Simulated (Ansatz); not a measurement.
## (ZnTe)3(MgSe)1 [001] superlattice, started as zinc blende: from the cell to its phonons

Aim: the phonons of (ZnTe)3(MgSe)1 [001] superlattice, started as zinc blende at a cell relaxed beforehand at this level.

Main program and level: Ansatz 0.2.0; DFT PBEsol, scalar-relativistic, plane waves, PAW.

The structure was built from a prototype and need not be the compound's stable phase.

### 1. Starting point

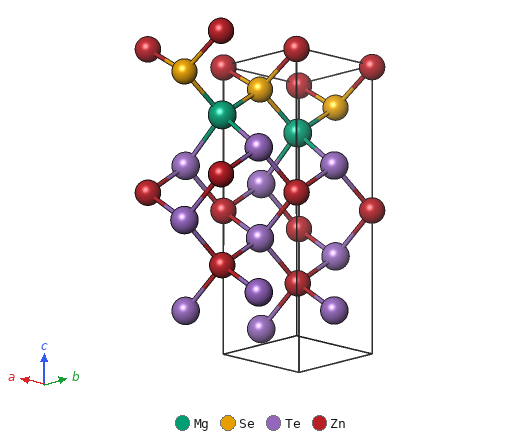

The cell as given, from a free direction (magnesium teal, selenium orange, tellurium purple, zinc red). 2×1×1 cells are drawn. Some periodic images of atoms are drawn too.

### 2. Linear response at the zone centre

The cell comes from relaxations at this level that are not shown. The zone centre is the only wavevector solved here; it holds the modes that light can see, as far as symmetry allows. No field response is asked.

input.yaml reads:

```yaml
crystal:
  lattice:
    - [3.0293497246, 3.0293497246, 0.0]
    - [-3.0119991064, 3.0119991064, 0.0]
    - [0.0, 0.0, 12.0951499719]
  atoms:
    - { symbol: Mg, position: [0.5, 0.5, 0.7664286341] }
    - { symbol: Se, position: [0.0, 0.5, 0.8857505521] }
    - { symbol: Te, position: [0.5, 0.0, 0.1189565493] }
    - { symbol: Te, position: [0.0, 0.5, 0.3702937163] }
    - { symbol: Te, position: [0.5, 0.0, 0.6217115588] }
    - { symbol: Zn, position: [0.0, 0.0, -0.0056352568] }
    - { symbol: Zn, position: [0.5, 0.5, 0.2453438113] }
    - { symbol: Zn, position: [0.0, 0.0, 0.4971504349] }
kpoints:
  mp_grid: { grid: [8, 8, 2] }
hamiltonian:
  xc: pbesol
scf:
  occupations: { method: fixed }
output:
  eigenvalues: true
phonons:
  method: dfpt
```

The run is started by

```
$ ansatz run input.yaml --threads 8 --pin off --max-ram 14336MiB --backend cpu --events-out ev --progress --plain --runs-dir out
```

Numbers of over 12 decimals in the logs are rounded to 6 here.

What it wrote:

```text
Engine: ansatz 0.2.0, x86_64-unknown-linux-gnu
Pseudopotentials: kind: paw
Pseudopotential: Mg, paw, valence charge 10, recommended cutoff 420 eV (normal), Mg.paw.azcp
Pseudopotential: Se, paw, valence charge 16, recommended cutoff 420 eV (normal), Se.paw.azcp
Pseudopotential: Te, paw, valence charge 16, recommended cutoff 420 eV (normal), Te.paw.azcp
Pseudopotential: Zn, paw, valence charge 12, recommended cutoff 420 eV (normal), Zn.paw.azcp
Functional definition: PBEsol
  exchange = pbesol_x
  correlation = pbesol_c
Crystal: 8 atoms, lattice volume = 220.722 Å³
Basis set: ecut = 420 eV, 4305 PW (Γ), exchange–correlation on 60×60×162 points (8 copies of the dense FFT grid, shifted against one another)
Bands: 66, of which v1, the nominal top of the filled ones, is band 55 counted from 1 (54 counted from 0)
Symmetry: 4 space group operations
k-points: 68 of 128 (irreducible under 1 space group operation, time reversal used)
Non-local potential: Mg, projectors of the file, l = 0: 3, l = 1: 2, l = 2: 1
Non-local potential: Se, projectors of the file, l = 0: 2, l = 1: 2, l = 2: 3, l = 3: 1
Non-local potential: Te, projectors of the file, l = 0: 2, l = 1: 2, l = 2: 2, l = 3: 2
Non-local potential: Zn, projectors of the file, l = 0: 2, l = 1: 2, l = 2: 3, l = 3: 1
PAW form: soft (Blöchl's): semilocal exchange-correlation on the pseudo side does not see the compensation charge
PAW frozen core: Mg, regenerated for the run's functional, and the local potential with it (the file was generated under x = pbe(κ = 0.804, μ = 0.219515), c = pbe(β = 0.066725))
PAW frozen core: Se, regenerated for the run's functional, and the local potential with it (the file was generated under x = pbe(κ = 0.804, μ = 0.219515), c = pbe(β = 0.066725))
PAW frozen core: Te, regenerated for the run's functional, and the local potential with it (the file was generated under x = pbe(κ = 0.804, μ = 0.219515), c = pbe(β = 0.066725))
PAW frozen core: Zn, regenerated for the run's functional, and the local potential with it (the file was generated under x = pbe(κ = 0.804, μ = 0.219515), c = pbe(β = 0.066725))
PAW one-centre angular grid: Mg, 110 points (default); XC on 64 Gauss nodes
PAW one-centre angular grid: Se, 590 points (default); XC on 64 Gauss nodes
PAW one-centre angular grid: Te, 590 points (default); XC on 64 Gauss nodes
PAW one-centre angular grid: Zn, 590 points (default); XC on 64 Gauss nodes
Initial density: superposition of atomic densities (neutral atoms: chi_scale 0, normalization atom), corrected by the library's trained network
Initial wavefunctions: pseudopotential atomic-orbital guess
Functional: x = pbesol(κ = 0.804, μ = 0.123457), c = pbesol(β = 0.046)
SCF iter   1: F=—  HF=-37888.101141 eV  |F-HF|=—  |Δ(HF+E_count)|=         —  Δρ=2.95e-3  dr2=2.34e-2  ethr=1.77e-3  ⟨swp⟩=5.2  Hψ=14970  notcnv=0  defer=571
preconditioner: auto → Resta (q_TF=auto, 2.429 Å⁻¹)  ε∞=4.8  [insulator: Δε(μ)=1.130 eV  Ē_g=10.052 eV  n_scr=56 (ndim 8)  ℏωp=19.7 eV  f_vac=0.106  ε∞_Penn≈4.8]
SCF iter   2: F=—  HF=-37888.093451 eV  |F-HF|=—  |Δ(HF+E_count)|=   7.69e-3  Δρ=1.23e-3  dr2=5.86e-3  ethr=2.12e-5  ⟨swp⟩=2.3  Hψ=7486  notcnv=0  defer=612
SCF iter   3: F=—  HF=-37888.092883 eV  |F-HF|=—  |Δ(HF+E_count)|=   5.69e-4  Δρ=9.71e-4  dr2=1.97e-3  ethr=5.33e-6  ⟨swp⟩=2.3  Hψ=6656  notcnv=0  defer=612
SCF iter   4: F=—  HF=-37888.092527 eV  |F-HF|=—  |Δ(HF+E_count)|=   3.55e-4  Δρ=2.80e-4  dr2=2.82e-4  ethr=1.79e-6  ⟨swp⟩=2.0  Hψ=6115  notcnv=0  defer=612
SCF iter   5: F=—  HF=-37888.092672 eV  |F-HF|=—  |Δ(HF+E_count)|=   1.45e-4  Δρ=9.43e-5  dr2=3.13e-5  ethr=2.56e-7  ⟨swp⟩=2.0  Hψ=7315  notcnv=0  defer=516
SCF iter   6: F=—  HF=-37888.092686 eV  |F-HF|=—  |Δ(HF+E_count)|=   1.44e-5  Δρ=4.91e-5  dr2=5.82e-6  ethr=2.85e-8  ⟨swp⟩=2.0  Hψ=7820  notcnv=0  defer=372
SCF iter   7: F=—  HF=-37888.092720 eV  |F-HF|=—  |Δ(HF+E_count)|=   3.38e-5  Δρ=3.86e-5  dr2=2.41e-6  ethr=5.29e-9  ⟨swp⟩=2.0  Hψ=7818  notcnv=0  defer=355
SCF iter   8: F=—  HF=-37888.092720 eV  |F-HF|=—  |Δ(HF+E_count)|=   4.26e-7  Δρ=1.11e-5  dr2=2.60e-7  ethr=2.19e-9  ⟨swp⟩=2.0  Hψ=5972  notcnv=0  defer=355
SCF iter   9: F=—  HF=-37888.092720 eV  |F-HF|=—  |Δ(HF+E_count)|=   3.02e-7  Δρ=4.95e-6  dr2=5.21e-8  ethr=2.36e-10  ⟨swp⟩=2.0  Hψ=7815  notcnv=0  defer=355
SCF iter  10: F=—  HF=-37888.092720 eV  |F-HF|=—  |Δ(HF+E_count)|=   5.61e-8  Δρ=1.36e-6  dr2=6.05e-9  ethr=4.73e-11  ⟨swp⟩=2.0  Hψ=7815  notcnv=0  defer=355
SCF iter  11: F=—  HF=-37888.092720 eV  |F-HF|=—  |Δ(HF+E_count)|=   6.52e-9  Δρ=5.97e-7  dr2=1.04e-9  ethr=5.50e-12  ⟨swp⟩=2.0  Hψ=6176  notcnv=0  defer=355
SCF iter  12: F=—  HF=-37888.092720 eV  |F-HF|=—  |Δ(HF+E_count)|=  9.39e-10  Δρ=6.55e-7  dr2=6.72e-10  ethr=1.00e-12  ⟨swp⟩=2.0  Hψ=6165  notcnv=0  defer=355
SCF iter  13: F=-37888.092720 eV  HF=-37888.092720 eV  |F-HF|=2.18e-11  |Δ(HF+E_count)|=  1.46e-10  Δρ=1.80e-7  dr2=8.40e-11  ethr=1.00e-12  ⟨swp⟩=14.3  Hψ=33496  notcnv=0
SCF 1 converged in 13 iterations: F = -37888.092720 eV  dr2 = 8.40e-11
  greatest PAW one-centre occupation: 1.000 electrons in one spin orbital (limit 2), on the Mg atom at site 0 (counted from 0), in its partial waves of l = 0
DFPT response loops at Γ: preconditioner auto → Resta (q_TF=auto, 2.429 Å⁻¹)  ε∞=7.2 (no band partly filled); β = 1.00, the filter's whole step (`scf.mixing.beta` (0.50) is not read by the response loops at its default; to damp them type it under 1.00, their step now; it binds the ground state too); Broyden in place of MSR1
SCF converged after 13 iterations
Free energy (F): -37888.092720 eV
Harris-Foulkes:  -37888.092720 eV  (|F-HF|=2.18e-11)
Internal energy: -37888.092720 eV  (E = F + TS)
E sigma→0 (E₀):  -37888.092720 eV
Fermi energy:    6.514019 eV
--- Per-component energies (eV) ---
  E_band       = -1585.989525
  E_kinetic    = 1132.373792
  E_local      = -14435.029195  (includes V_loc(G=0)·N_el)
  E_nonlocal   = 425.374738
  E_hartree    = 7018.206018
  E_xc         = -909.401234
  E_vxc        = -605.756284  (∫ρ·V_xc dr)
  E_paw        = -21276.645727  (= ΣΔE_a)
  E_vpaw       = -2139.362095  (= ΣTr[D̂ρ^β])
  E_aug_tail   = -0.002266  (compensation charges beyond the density's cutoff)
  E_ewald      = -9847.552670
  E_core_change = 4.583823  (= ΣΔE_core)
  E_smearing   = -0.000000  (= −TS)
  E_closure    = -0.000000  (closes the sum)
  Σ components = -37888.092720   (vs F -37888.092720, Δ=0.00e0)
--- Band table (eV; the first three rows and the last of 68) ---
  k-point 0: bands = [... 51 lower, 5.5152, 6.3267, 6.4192, 6.5140, 7.6589, 8.8420, 9.0065, 9.3711, ... 7 higher]
  k-point 1: bands = [... 51 lower, 5.7115, 5.8011, 6.2500, 6.3383, 8.5764, 8.8870, 9.0340, 9.3077, ... 7 higher]
  k-point 2: bands = [... 51 lower, 5.4762, 5.6968, 6.1394, 6.3834, 8.3992, 8.9590, 9.4976, 9.6421, ... 7 higher]
  k-point 67: bands = [... 51 lower, 4.1040, 4.1337, 4.1818, 4.3143, 9.4507, 9.5139, 9.6397, 9.7867, ... 7 higher]
--- Phonons (Γ-DFPT): 16 representative perturbations + reference, on 68 of 128 k-points (Σ response iterations 67) ---
  k mesh reduced under 1 symmetry operation, with k and −k counted as one. Each operation leaves every solved perturbation unchanged. A smaller set is not used because it would not reduce the number of displacements times k-points to solve
  ASR residual: 1.032e-4 → 0.000e0 eV/Å²; symmetrization residual: 4.800e-5 eV/Å²
  ASR residual per site (eV/Å²): 3.48e-5 1.68e-5 4.09e-5 4.39e-5 9.50e-6 3.57e-5 7.55e-5 1.03e-4
  Γ frequencies (cm⁻¹): 0.00 0.00 0.00 42.12 45.85 48.63 50.85 54.50 64.61 88.28 101.40 147.10 172.30 176.98 177.20 180.18 181.64 182.09 183.50 191.32 200.35 243.07 266.21 293.55
  non-analytic LO–TO correction: not included (Born effective charges unavailable; polar crystals: no LO–TO splitting at Γ)
```

Run time: 4.5 min. Hardware: 8 threads of Intel Xeon Platinum 8488C (Sapphire Rapids), shared host; peak memory 3.6 GiB; 31 min of CPU time.

The column dr2 measures how far the density is from self-consistency, as an energy; F and HF (Harris–Foulkes) agree once it is small.

Numbers from this step:

| Item | Value |
| --- | --- |
| gap on the k-mesh | 1.145 eV |
| volume per atom | 27.59 Å³ |
| sum-rule residual before enforcement | 1.03e-4 eV/Å² |
| point group | mm2 |
| highest optical mode at the zone centre (no LO-TO term) | 293.6 cm⁻¹ |
| lowest optical zone-centre mode | 42.12 cm⁻¹ |

Without the LO-TO term. Patterns of degenerate modes are one choice out of their space. The modes at Γ (shares of kinetic energy by element, %):

| mode | frequency (cm⁻¹) | symmetry | Mg % | Se % | Te % | Zn % |
| --- | --- | --- | --- | --- | --- | --- |
| 1 | 0.0 | acoustic | 4 | 12 | 56 | 29 |
| 2 | 0.0 | acoustic | 4 | 12 | 56 | 29 |
| 3 | 0.0 | acoustic | 4 | 12 | 56 | 29 |
| 4 | 42.1 | B2 | 2 | 7 | 54 | 36 |
| 5 | 45.9 | B1 | 1 | 12 | 45 | 43 |
| 6 | 48.6 | B1 | 11 | 2 | 72 | 15 |
| 7 | 50.9 | B2 | 1 | 3 | 55 | 41 |
| 8 | 54.5 | B1 | 2 | 20 | 29 | 50 |
| 9 | 64.6 | B2 | 20 | 52 | 17 | 11 |
| 10 | 88.3 | A1 | 1 | 5 | 66 | 29 |
| 11 | 101.4 | A1 | 5 | 27 | 49 | 19 |
| 12 | 147.1 | A1 | 0 | 28 | 69 | 2 |
| 13 | 172.3 | B1 | 0 | 41 | 8 | 51 |
| 14 | 177.0 | B1 | 0 | 4 | 38 | 58 |
| 15 | 177.2 | B2 | 0 | 0 | 39 | 61 |
| 16 | 180.2 | B2 | 0 | 0 | 41 | 59 |
| 17 | 181.6 | B1 | 0 | 10 | 35 | 55 |
| 18 | 182.1 | A1 | 0 | 9 | 14 | 77 |
| 19 | 183.5 | B2 | 0 | 0 | 37 | 63 |
| 20 | 191.3 | A1 | 1 | 0 | 22 | 77 |
| 21 | 200.3 | A1 | 0 | 12 | 20 | 67 |
| 22 | 243.1 | B1 | 83 | 1 | 16 | 0 |
| 23 | 266.2 | B2 | 74 | 26 | 0 | 0 |
| 24 | 293.6 | A1 | 89 | 6 | 4 | 1 |

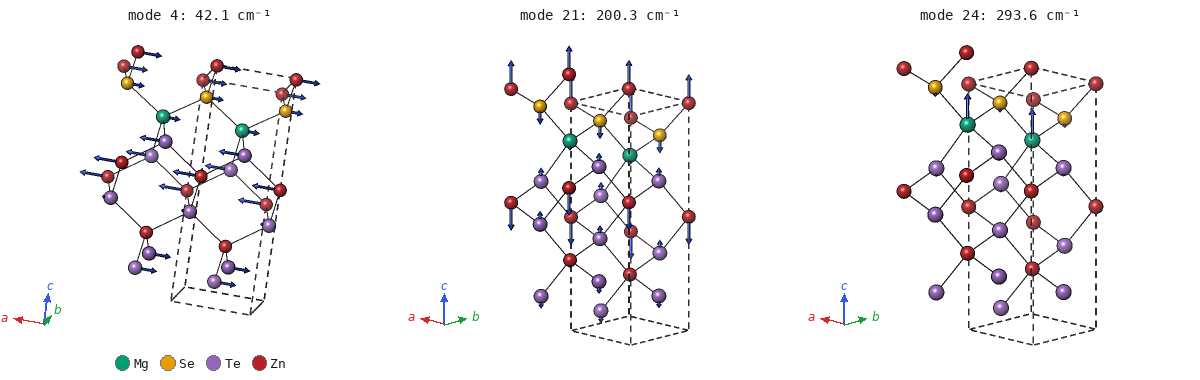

Displacement patterns of modes 4, 21 and 24 at Γ; arrows are exaggerated. 2×1×1 cells are drawn. Some periodic images of atoms are drawn too.

Before it was imposed, the acoustic sum rule was missed by 1.0e-4 eV/Å². Small misses are needed for a sound result but don't prove that mesh and cutoff are converged. The lowest optical mode is real, 42.1 cm⁻¹.

### 3. Another isotope, element Mg, natural mass 24.305 amu

An isotope changes the mass and not the force constants, so no new electronic calculation is needed; the shifts show which modes move this element.

The same force constants with the mass of Mg changed from 24.305 to 25.983 u (phonopy, no LO-TO term). Both lists are sorted by frequency; levels can cross, so a row need not hold one and the same mode. Modes under 3 cm⁻¹ are left out. Isotope shifts, by row:

```
    q  rank  natural mass (cm⁻¹)  changed mass (cm⁻¹)
0 0 0     4                42.12                42.09
0 0 0     5                45.85                45.85
0 0 0     6                48.63                48.46
0 0 0     7                50.85                50.83
0 0 0     8                 54.5                54.47
0 0 0     9                64.61                64.18
0 0 0    10                88.28                88.27
0 0 0    11                101.4                101.2
0 0 0    12                147.1                147.1
0 0 0    13                172.3                172.3
0 0 0    14                  177                  177
0 0 0    15                177.2                177.2
0 0 0    16                180.2                180.2
0 0 0    17                181.6                181.6
0 0 0    18                182.1                182.1
0 0 0    19                183.5                183.5
0 0 0    20                191.3                191.2
0 0 0    21                200.3                200.3
0 0 0    22                243.1                236.4
0 0 0    23                266.2                259.8
0 0 0    24                293.6                  285
```

A mode of this element alone would shift by -3.28 %. The highest zone-centre frequency without the field goes from 293.6 to 285.0 cm⁻¹ (-2.9 %). The product of the frequency ratios over all optical modes at Γ is 0.908; the product rule, (m/m′)^(3k/2) (M′/M)^(3/2) with k = 1 such atoms and M the mass of the cell, gives 0.908.

### 4. Isotope substitution, element Se, natural mass 78.971 amu

The same for Se, from 78.97 to 81.92 u.

A mode of this element alone would shift by -1.81 %. The highest zone-centre frequency without the field goes from 293.6 to 293.2 cm⁻¹ (-0.1 %). The product of the frequency ratios over all optical modes at Γ is 0.953; the product rule, (m/m′)^(3k/2) (M′/M)^(3/2) with k = 1 such atoms and M the mass of the cell, gives 0.953.

### 5. Another isotope, element Te, natural mass 127.6 amu

The same for Te, from 127.60 to 129.91 u.

The same force constants with the mass of Te changed from 127.600 to 129.906 u (phonopy, no LO-TO term). Both lists are sorted by frequency; levels can cross, so a row need not hold one and the same mode. Modes under 3 cm⁻¹ are left out. Isotope shifts, by row:

```csv
q,rank,natural mass (cm⁻¹),changed mass (cm⁻¹)
0 0 0,4,42.12,41.91
0 0 0,5,45.85,45.67
0 0 0,6,48.63,48.32
0 0 0,7,50.85,50.6
0 0 0,8,54.5,54.36
0 0 0,9,64.61,64.51
0 0 0,10,88.28,87.76
0 0 0,11,101.4,101
0 0 0,12,147.1,146.2
0 0 0,13,172.3,172.2
0 0 0,14,177,176.4
0 0 0,15,177.2,176.6
0 0 0,16,180.2,179.5
0 0 0,17,181.6,181.1
0 0 0,18,182.1,181.8
0 0 0,19,183.5,182.9
0 0 0,20,191.3,191
0 0 0,21,200.3,200
0 0 0,22,243.1,242.7
0 0 0,23,266.2,266.2
0 0 0,24,293.6,293.4
```

A mode of this element alone would shift by -0.89 %. The highest zone-centre frequency without the field goes from 293.6 to 293.4 cm⁻¹ (-0.0 %). The product of the frequency ratios over all optical modes at Γ is 0.937; the product rule, (m/m′)^(3k/2) (M′/M)^(3/2) with k = 3 such atoms and M the mass of the cell, gives 0.937.

### 6. Isotope substitution, element Zn, natural mass 65.38 amu

The same for Zn, from 65.38 to 67.92 u.

A mode of this element alone would shift by -1.89 %. The highest zone-centre frequency without the field goes from 293.6 to 293.5 cm⁻¹ (-0.0 %). The product of the frequency ratios over all optical modes at Γ is 0.857; the product rule, (m/m′)^(3k/2) (M′/M)^(3/2) with k = 3 such atoms and M the mass of the cell, gives 0.856.

### 7. Summary of results

| Quantity | Value |
| --- | --- |
| space group (within 0.01 Å) | Pmm2 |
| volume per atom | 27.6 Å³ |
| gap on the k-mesh | 1.14 eV |
| highest optical mode at the zone centre (no LO-TO term) | 294 cm⁻¹ |
| lowest optical zone-centre mode | 42.1 cm⁻¹ |
| imaginary modes at Γ (the only wavevector solved) | none |

What this shows: The structure is stable against zone-centre distortions, since no mode there is imaginary; other wavevectors were not solved, so zone-boundary instabilities are untested. Without the field, the optical modes at Γ span 42 to 294 cm⁻¹. No dispersion was computed. The highest mode in this list at Γ, 293.6 cm⁻¹, is mostly motion of Mg (89 % of the kinetic energy). Spin-orbit coupling is left out, which can matter for the heavy elements here. The starting cell was built on a prototype and not taken from a measurement, so the phase need not exist. These are harmonic frequencies at zero temperature: anharmonic shifts, linewidths and thermal expansion are left out.

[Logs are printed without paths, hosts, clocks, repeated set-up lines and the standing remarks that a program may print on its own settings, such as how far it seeks lower states.]

[Hosts, paths, dates, database ids (printed as entryN), source tags and the programs' standing remarks are cut or masked in the printed files.]
